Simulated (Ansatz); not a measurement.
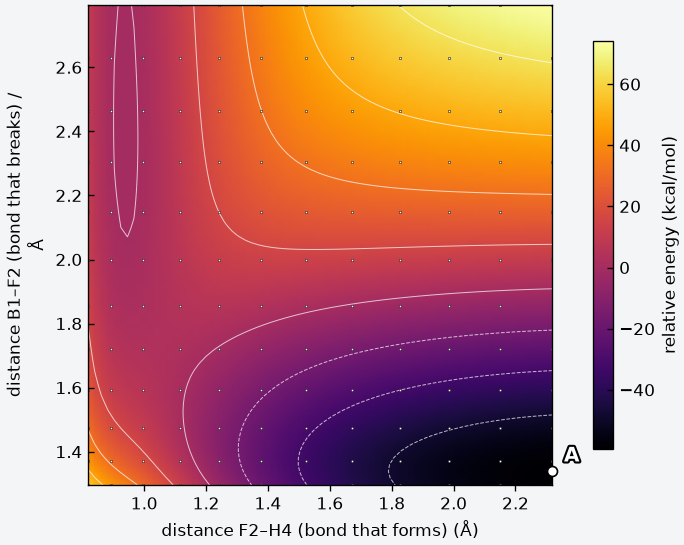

The reacting system BF2HO (fragments BF₂HO where the first distance is long, BFO + FH where the second is long). Coordinates scanned: (1) distance F2–H4 (bond that forms); (2) distance B1–F2 (bond that breaks). Relaxed at each point: all other coordinates. Grid: 12 × 12 points. Points are written as (first, second). Energies are in kcal/mol, from a guessed transition structure relaxed with its forming and breaking bonds held. The reference is spin-restricted, so regions where a bond is pulled apart into radicals lie too high. These are results of RKS r2SCAN-D4/def2-SVP in Ansatz, not measurements.

Drawn: a smooth colour map with a few white contour lines, dots at the grid points, the point A. Between grid points the surface is interpolated.

Question: Find the lowest path from A to the other arm of the map, and its barrier.

Answer: The easiest path runs from the side where the first distance is long, about (2.32 Å, 1.34 Å), to the well on the other side, about (0.94 Å, 2.40 Å). Its highest point, at about (1.06 Å, 1.74 Å), lies about 63 kcal/mol above the start and 4.4 kcal/mol above the end on the interpolated surface. An end on the edge of the scan is no minimum, so the barrier from there is a lower bound.

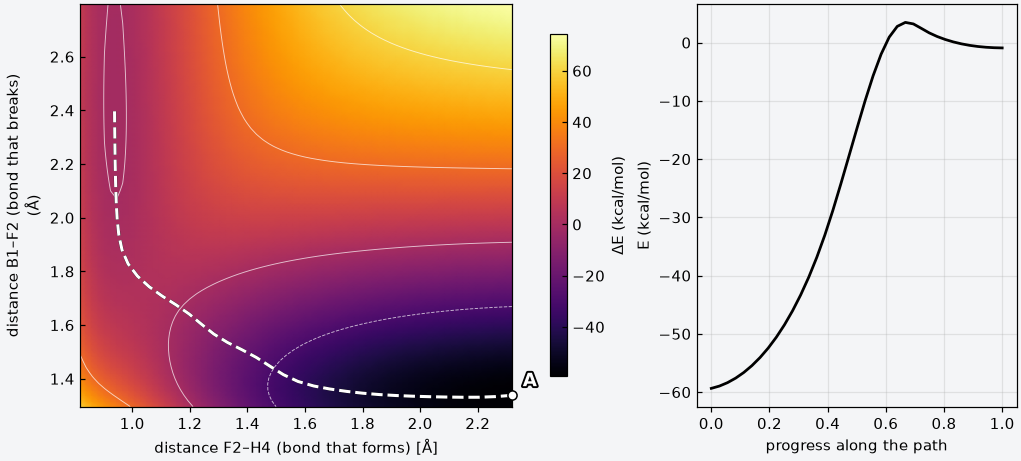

The picture shows a smooth colour map with a few white contour lines, a line along the lowest path, the energy along the path at the right. Between grid points the surface is interpolated.
